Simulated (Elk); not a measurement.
Band structure of YB2 (P6/mmm, 3 atoms in the cell).

```yaml
crystal:
  lattice:
    - [3.30084, 0.00000, 0.00000]
    - [-1.65042, 2.85861, 0.00000]
    - [0.00000, 0.00000, 3.86250]
  atoms:
    - { symbol: Y, position: [0.00000, 0.00000, 0.00000] }
    - { symbol: B, position: [0.33333, 0.66667, 0.50000] }
    - { symbol: B, position: [0.66667, 0.33333, 0.50000] }
```

Method of the run: PBEsol, all-electron FP-LAPW, Elk's shipped species files, APW+lo basis with extra local orbitals run with Elk.

Settings: xctype = 22; rgkmax = 8; stype = 3; swidth = 0.00367493 Ha; ngridk = 8 8 6; gmaxvr = 18 1/bohr; lmaxapw = 10; lmaxo = 8; nxlo = 2; lorbcnd = true; lradstp = 2; nrmtscf = 2; rmtscf = 0.93; lmaxi = 4.

The starting cell comes from a database of computed structures (which also holds hypothetical and non-ambient phases and stackings), without a prior relaxation at this level. Values depend on the basis (sphere radii, cutoffs, local orbitals), which need not be converged.

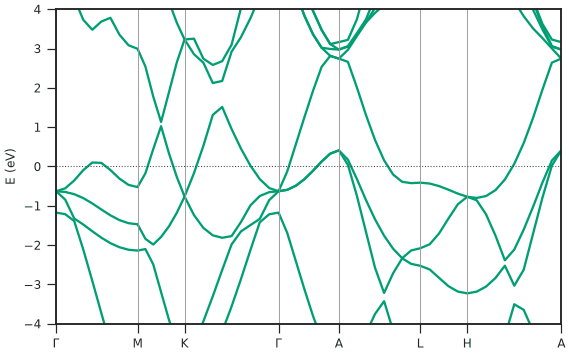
*Bands along the path, energies from the Fermi level.*

Levels in eV from the Fermi level, bands 6 to 13:
```json
[
 {"point": "Γ", "6": "-1.17", "7": "-0.63", "8": "-0.63", "9": "-0.63", "10": "5.33", "11": "5.41", "12": "5.41", "13": "5.81"},
 {"point": "M", "6": "-6.81", "7": "-2.14", "8": "-1.47", "9": "-0.53", "10": "2.99", "11": "4.55", "12": "6.22", "13": "7.05"},
 {"point": "K", "6": "-6.03", "7": "-4.78", "8": "-0.77", "9": "-0.77", "10": "3.23", "11": "3.23", "12": "5.45", "13": "9.75"},
 {"point": "A", "6": "-4.98", "7": "0.41", "8": "0.41", "9": "2.74", "10": "2.74", "11": "2.97", "12": "2.97", "13": "3.16"},
 {"point": "L", "6": "-5.36", "7": "-2.53", "8": "-2.08", "9": "-0.41", "10": "4.75", "11": "5.33", "12": "7.24", "13": "7.78"},
 {"point": "H", "6": "-6.81", "7": "-3.23", "8": "-0.77", "9": "-0.77", "10": "5.96", "11": "7.40", "12": "7.40", "13": "7.75"}
]
```

Bands cross the Fermi level along this path, so the cell is metallic at this level.
